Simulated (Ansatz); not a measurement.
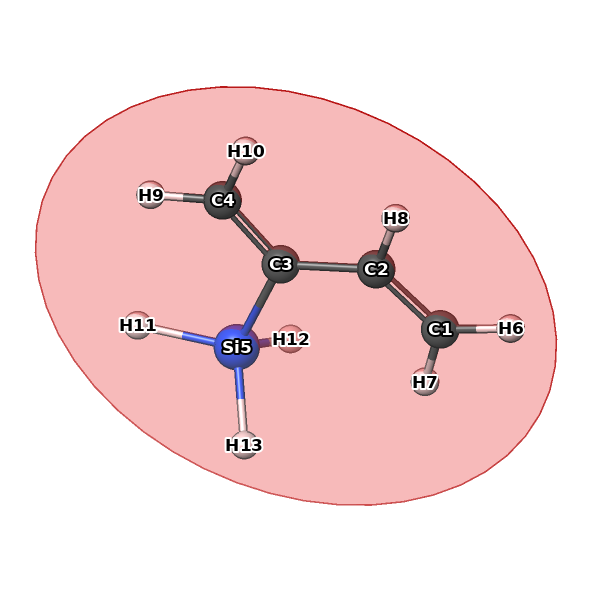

A disc through the centre of mass is drawn in. Atoms fade into the background with distance from the viewer. The geometry was computed by an optimisation with PBE-D4/def2-SVP. No frequency run is at hand to confirm it as a minimum.

Question: Is the plane of the disc a mirror plane of the structure?

Answer: Yes. The reflection leaves C1, C2, C3, C4, Si5, H6, H7, H8, H9, H10, H11 in place and moves H12 ↔ H13. The point group is Cs.
